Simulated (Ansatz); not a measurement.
Geometry relaxation of CH6BNSi (part 1 of 2)

- system: CH6BNSi, SMILES NB1C[SiH2]1
- method: RKS PBE-D4/def2-SVP (Ansatz 0.2.0)

It belongs to a series of runs on one base structure; here: end point A relaxed.

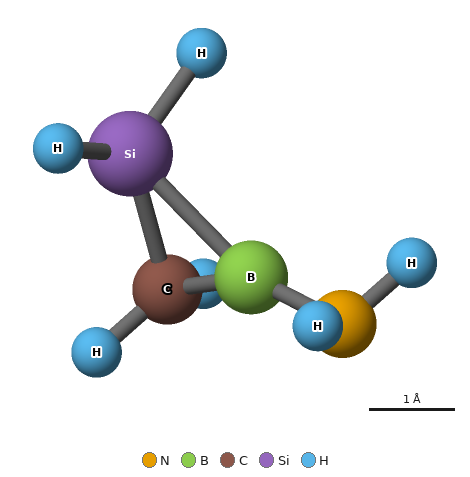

*The structure as given in the input (ball-and-stick view, seen at a tilt).*

Bond lengths as drawn: B–C 1.55 Å, B–N 1.46 Å, B–Si 2.10 Å, C–H 1.10 to 1.14 Å, C–Si 1.83 Å, H–N 1.08 to 1.10 Å and H–Si 1.41 to 1.54 Å.

## Results in brief

```json
{"quantity": "outcome", "value": "converged"}
{"quantity": "total energy", "value": "−11165.0968 eV"}
{"quantity": "mean-field energy", "value": "−11164.9182 eV"}
{"quantity": "largest force (length of the vector) at the end", "value": "0.015 eV/Å"}
{"quantity": "hardware", "value": "1 thread of Intel Xeon @ 2.50GHz (Skylake/Cascade Lake), 189 GiB of memory available, shared host"}
{"quantity": "wall time", "value": "2.2 min"}
{"quantity": "peak memory", "value": "0.15 GiB"}
```

## The input
```yaml
crystal:
  periodic: [false, false, false]
  atoms:
    - { symbol: "N", position_ang: [-1.6073, 0.2835, -1.12] }
    - { symbol: B, position_ang: [-0.4414, -0.0778, -0.32] }
    - { symbol: C, position_ang: [0.5208, -1.1651, 0.2239] }
    - { symbol: Si, position_ang: [1.2264, 0.394, 0.8725] }
    - { symbol: H, position_ang: [-1.3259, 1.0146, -1.8582] }
    - { symbol: H, position_ang: [-2.2962, 0.8519, -0.4828] }
    - { symbol: H, position_ang: [0.1158, -1.834, 0.9943] }
    - { symbol: H, position_ang: [1.2245, -1.6087, -0.5562] }
    - { symbol: H, position_ang: [0.5917, 0.9107, 2.1763] }
    - { symbol: H, position_ang: [2.0748, 1.1798, 0.0733] }
basis:
  gaussian: { orbitals: def2-SVP }
hamiltonian:
  xc: pbe
  dispersion: d4
relax:
  f_tol: 0.015
  max_steps: 40
```

Command:
```bash
ansatz run input.yaml --threads 1 --pin off --max-ram 2048MiB --backend cpu --events-out ev --progress --plain --runs-dir out
```

## The program's output
```
The last accepted step is kept in [file] (removed where the run ends without a failure and the disk answers)
Engine: ansatz 0.2.0, x86_64-unknown-linux-gnu
Functional definition: PBE
  parameter kappa = 0.804
  parameter beta = 0.06672455060314922
  exchange = pbe_x(kappa = kappa, mu = beta*pi^2/3)
  correlation = pbe_c(beta = beta)
1028 factors; their error is unknown
mean field evaluation 1: about -11149.2228 eV, gradient 7.5e1 eV
mean field evaluation 2: about -11088.0270 eV, gradient 1.5e2 eV
mean field evaluation 4: about -11161.6228 eV, gradient 2.0e1 eV
mean field evaluation 8: about -11162.8448 eV, gradient 2.0e-1 eV
mean field evaluation 16: about -11162.7823 eV, gradient 1.3e-3 eV
mean field -11162.78234044 eV, -410.2246846057 hartree, gradient 6.8e-5 eV, S^2 0.000000; 1 other end points of the search recorded, 0 dependent functions left out
the calculation of the forces begins
reference -11162.78237680 eV, -410.2246859417 hartree; 19, 19 occupied and 71, 71 virtual orbitals, 1028 factors
relax step   1: F+E_penalty+E_count = -11162.96011515 eV  Δ(F+E_penalty+E_count) = +0.000e0 eV  max|allowed force component| = 1.916e0 eV/Å  Δτ_max = 0.0000 Å  (42 SCF iters, accepted)
these checks for a lower state are left out or cut short: starts, cluster_reference, orbital_swaps, neighbouring_geometries, increment
1028 factors; their error is unknown
mean field -11163.33968735 eV, -410.2451667269 hartree, gradient 2.3e-5 eV, S^2 0.000000; 0 other end points of the search recorded, 0 dependent functions left out
[... from here on the field's lines of each further geometry are left out, up to the last ...]
relax step   2: F+E_penalty+E_count = -11163.51690578 eV  Δ(F+E_penalty+E_count) = -5.568e-1 eV  max|allowed force component| = 1.071e0 eV/Å  Δτ_max = 0.1660 Å  (30 SCF iters, accepted)
relax step   3: F+E_penalty+E_count = -11163.79329294 eV  Δ(F+E_penalty+E_count) = -2.764e-1 eV  max|allowed force component| = 7.738e-1 eV/Å  Δτ_max = 0.1954 Å  (35 SCF iters, accepted)
relax step   4: F+E_penalty+E_count = -11163.95203884 eV  Δ(F+E_penalty+E_count) = -1.587e-1 eV  max|allowed force component| = 7.861e-1 eV/Å  Δτ_max = 0.2000 Å  (35 SCF iters, accepted)
relax step   5: F+E_penalty+E_count = -11164.09747375 eV  Δ(F+E_penalty+E_count) = -1.454e-1 eV  max|allowed force component| = 1.885e0 eV/Å  Δτ_max = 0.1952 Å  (36 SCF iters, accepted)
relax step   6: F+E_penalty+E_count = -11164.36305141 eV  Δ(F+E_penalty+E_count) = -2.656e-1 eV  max|allowed force component| = 1.793e0 eV/Å  Δτ_max = 0.2000 Å  (28 SCF iters, accepted)
relax step   7: F+E_penalty+E_count = -11164.64789448 eV  Δ(F+E_penalty+E_count) = -2.848e-1 eV  max|allowed force component| = 1.537e0 eV/Å  Δτ_max = 0.2000 Å  (36 SCF iters, accepted)
relax step   8: F+E_penalty+E_count = -11164.80860806 eV  Δ(F+E_penalty+E_count) = -1.607e-1 eV  max|allowed force component| = 1.639e0 eV/Å  Δτ_max = 0.1947 Å  (28 SCF iters, accepted)
relax step   9: F+E_penalty+E_count = -11164.87409175 eV  Δ(F+E_penalty+E_count) = -6.548e-2 eV  max|allowed force component| = 3.241e0 eV/Å  Δτ_max = 0.2000 Å  (34 SCF iters, accepted)
relax step  10: F+E_penalty+E_count = -11165.04708424 eV  Δ(F+E_penalty+E_count) = -1.730e-1 eV  max|allowed force component| = 1.032e0 eV/Å  Δτ_max = 0.1754 Å  (28 SCF iters, accepted)
relax step  11: F+E_penalty+E_count = -11165.07604841 eV  Δ(F+E_penalty+E_count) = -2.896e-2 eV  max|allowed force component| = 2.840e-1 eV/Å  Δτ_max = 0.1031 Å  (28 SCF iters, accepted)
relax step  12: F+E_penalty+E_count = -11165.09057213 eV  Δ(F+E_penalty+E_count) = -1.452e-2 eV  max|allowed force component| = 1.382e-1 eV/Å  Δτ_max = 0.0630 Å  (29 SCF iters, accepted)
relax step  13: F+E_penalty+E_count = -11165.08490306 eV  Δ(F+E_penalty+E_count) = +5.669e-3 eV  max|allowed force component| = 2.130e-1 eV/Å  Δτ_max = 0.0733 Å  (27 SCF iters, rejected (line search))
relax step  14: F+E_penalty+E_count = -11165.09461446 eV  Δ(F+E_penalty+E_count) = -4.042e-3 eV  max|allowed force component| = 9.831e-2 eV/Å  Δτ_max = 0.0359 Å  (28 SCF iters, accepted)
relax step  15: F+E_penalty+E_count = -11165.09338508 eV  Δ(F+E_penalty+E_count) = +1.229e-3 eV  max|allowed force component| = 1.521e-1 eV/Å  Δτ_max = 0.0491 Å  (28 SCF iters, rejected (line search))
relax step  16: F+E_penalty+E_count = -11165.09616181 eV  Δ(F+E_penalty+E_count) = -1.547e-3 eV  max|allowed force component| = 3.053e-2 eV/Å  Δτ_max = 0.0237 Å  (30 SCF iters, accepted)
relax step  17: F+E_penalty+E_count = -11165.09549636 eV  Δ(F+E_penalty+E_count) = +6.654e-4 eV  max|allowed force component| = 1.025e-1 eV/Å  Δτ_max = 0.0465 Å  (30 SCF iters, rejected (line search))
relax step  18: F+E_penalty+E_count = -11165.09660313 eV  Δ(F+E_penalty+E_count) = -4.413e-4 eV  max|allowed force component| = 1.354e-2 eV/Å  Δτ_max = 0.0222 Å  (28 SCF iters, accepted)
relax step  19: F+E_penalty+E_count = -11165.09665881 eV  Δ(F+E_penalty+E_count) = -5.567e-5 eV  max|allowed force component| = 1.723e-2 eV/Å  Δτ_max = 0.0170 Å  (29 SCF iters, accepted)
relax step  20: F+E_penalty+E_count = -11165.09671118 eV  Δ(F+E_penalty+E_count) = -5.237e-5 eV  max|allowed force component| = 1.774e-2 eV/Å  Δτ_max = 0.0051 Å  (23 SCF iters, accepted)
relax step  21: F+E_penalty+E_count = -11165.09675578 eV  Δ(F+E_penalty+E_count) = -4.461e-5 eV  max|allowed force component| = 1.531e-2 eV/Å  Δτ_max = 0.0057 Å  (23 SCF iters, accepted)
the calculation of the forces begins
reference -11164.91824084 eV, -410.3031774976 hartree; 19, 19 occupied and 71, 71 virtual orbitals, 1028 factors
relax step  22: F+E_penalty+E_count = -11165.09680082 eV  Δ(F+E_penalty+E_count) = -4.503e-5 eV  max|allowed force component| = 1.436e-2 eV/Å  Δτ_max = 0.0119 Å  (30 SCF iters, accepted)
1028 factors; their error is unknown
mean field evaluation 192: about -11164.9182 eV, gradient 3.6e-5 eV
```

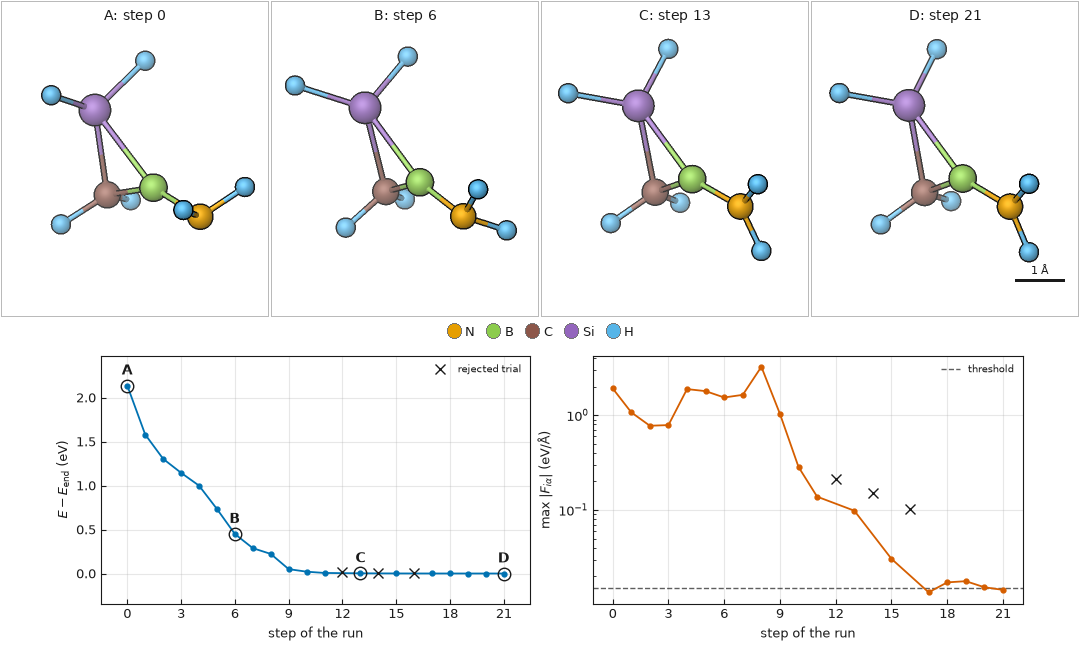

*Frames of the relaxation (ball-and-stick view, seen at a tilt) above the curves, on which the letters mark them (the first geometry is step 0 here and step 1 in the log).*

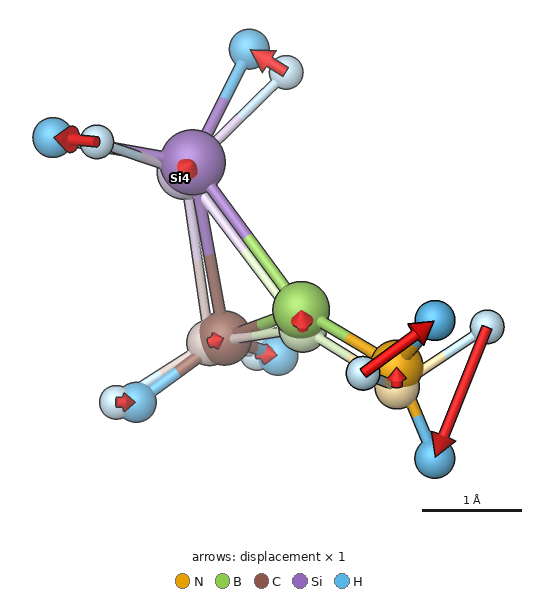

*Start (faint) and end (solid) with the displacements as red arrows, at true length (ball-and-stick view, seen at a tilt). The two geometries are laid on each other by the best rigid fit.*

H6 moves most after the best rigid fit: 1.44 Å. Largest moves by element: H 1.44 Å, Si 0.27 Å, B 0.26 Å, N 0.22 Å, C 0.17 Å. Distances before and after: B2–Si4 2.104 → 1.963 Å, C3–Si4 1.830 → 1.937 Å, Si4–H10 1.406 → 1.502 Å, N1–B2 1.459 → 1.386 Å. Among the angles that change: B2–Si4–H9 103.2° → 122.5°, B2–Si4–H10 106.4° → 124.4°, B2–N1–H6 108.2° → 123.0°. Over 21 geometry steps the energy falls by 2.137 eV. Largest force component: 1.9 eV/Å at the start, 0.014 eV/Å at the end. The line search rejected the trial steps at points 12, 14, 16 (counted from 0) and went back. (Atoms are counted from 1 in the order of the input.)

```
mean field -11164.91820327 eV, -410.3031761170 hartree, gradient 2.5e-5 eV, S^2 0.000000; 1 other end points of the search recorded, 0 dependent functions left out
the calculation of the forces begins
reference -11164.91824084 eV, -410.3031774976 hartree; 19, 19 occupied and 71, 71 virtual orbitals, 1028 factors
Total energy: -11165.09683838 eV, -410.3097408362 hartree
Atom 0 at    -1.544442     0.453791    -1.047644 Å, force     0.000643    -0.014359    -0.000890 eV/Å
Atom 1 at    -0.384679     0.169148    -0.344287 Å, force     0.003143    -0.002918     0.004056 eV/Å
Atom 2 at     0.369566    -1.050518     0.281649 Å, force    -0.002472    -0.013731    -0.004789 eV/Å
Atom 3 at     1.172984     0.649102     0.750154 Å, force     0.000753     0.006667     0.002621 eV/Å
Atom 4 at    -1.834203     1.403408    -1.284609 Å, force    -0.002530     0.011246    -0.003903 eV/Å
Atom 5 at    -2.187604    -0.270681    -1.379548 Å, force     0.002997     0.004109     0.003383 eV/Å
Atom 6 at    -0.125055    -1.695323     1.033767 Å, force    -0.000251     0.003038     0.000200 eV/Å
Atom 7 at     1.008316    -1.650338    -0.397751 Å, force    -0.002731     0.004058     0.000258 eV/Å
Atom 8 at     1.047704     1.093696     2.179962 Å, force     0.001019    -0.000084    -0.000953 eV/Å
Atom 9 at     2.560611     0.846616     0.211406 Å, force    -0.000570     0.001976     0.000017 eV/Å
Dipole moment:    -0.470628    -0.024030    -0.300998 e Å
```

## Trajectory as extended XYZ (Å, eV, eV/Å), 21 of the 22 frames kept, from step=1 to step=22
```
10
Properties=species:S:1:pos:R:3:forces:R:3 step=1 energy=-11162.96011
N    -1.6073    0.2835   -1.1200   -1.0146   1.3625   0.0997
B    -0.4414   -0.0778   -0.3200    0.9686   0.7101   0.4558
C     0.5208   -1.1651    0.2239   -0.5500  -1.2542  -1.8047
Si    1.2264    0.3940    0.8725   -1.7138   1.1776   1.9156
H    -1.3259    1.0146   -1.8582   -0.3302  -0.9646   1.2364
H    -2.2962    0.8519   -0.4828    1.4303  -1.0306  -1.2215
H     0.1158   -1.8340    0.9943    0.1292  -0.6288   0.0040
H     1.2245   -1.6087   -0.5562   -0.7786  -0.1630   0.6926
H     0.5917    0.9107    2.1763    0.5234  -0.1704  -0.4898
H     2.0748    1.1798    0.0733    1.3358   0.9613  -0.8881
10
Properties=species:S:1:pos:R:3:forces:R:3 step=2 energy=-11163.51691
N    -1.6078    0.2369   -1.1411   -0.3248   0.4143  -0.0218
B    -0.4294   -0.0269   -0.3237    0.5716   0.6590   0.3117
C     0.4889   -1.1475    0.2002   -0.2175  -0.8536  -0.3749
Si    1.1713    0.4738    0.8820   -1.0710   0.9749  -0.1702
H    -1.3558    1.0015   -1.8109   -0.0791  -0.3070   0.3994
H    -2.2963    0.7452   -0.5291    0.3870  -0.4157  -0.3603
H     0.0821   -1.8652    0.9377    0.0919  -0.2697  -0.0594
H     1.1273   -1.6391   -0.5787   -0.2274  -0.0297   0.2935
H     0.6798    0.9694    2.2217    0.3576  -0.2035  -0.0853
H     2.2231    1.2009    0.1450    0.5116   0.0310   0.0674
10
Properties=species:S:1:pos:R:3:forces:R:3 step=3 energy=-11163.79329
N    -1.6224    0.2010   -1.1711    0.5650  -0.1671  -0.1047
B    -0.4337    0.0228   -0.3417   -0.3858  -0.0049  -0.3115
C     0.4536   -1.1238    0.1868    0.0158  -0.2236   0.6148
Si    1.0571    0.6063    0.8218    0.7738   0.6305  -0.3645
H    -1.3947    0.9951   -1.7864   -0.0027   0.2372  -0.1694
H    -2.3188    0.6511   -0.5709   -0.5288  -0.0208   0.3042
H     0.0724   -1.8755    0.9161    0.0043   0.0857  -0.1202
H     1.0809   -1.6438   -0.5638    0.0603   0.0376  -0.1134
H     0.7943    0.9474    2.2795    0.1746  -0.1566  -0.2464
H     2.3945    1.1681    0.2327   -0.6764  -0.4180   0.5111
10
Properties=species:S:1:pos:R:3:forces:R:3 step=4 energy=-11163.95204
N    -1.5992    0.1946   -1.2346    0.5021   0.7861   0.3075
B    -0.4347    0.0494   -0.3644   -0.2342  -0.1606  -0.4426
C     0.4428   -1.0877    0.2059   -0.1935  -0.1848   0.6649
Si    1.0695    0.6471    0.8021    0.6905   0.2596  -0.4442
H    -1.4396    1.0927   -1.7333   -0.1652  -0.0670   0.0720
H    -2.3898    0.4710   -0.6209   -0.1544  -0.4971  -0.1469
H     0.0389   -1.8298    0.9317    0.0702   0.0658  -0.0538
H     1.0592   -1.6250   -0.5434    0.0141   0.0770  -0.1228
H     0.8801    0.9407    2.2711   -0.0186  -0.0439  -0.1186
H     2.4559    1.0960    0.2888   -0.5111  -0.2351   0.2845
```
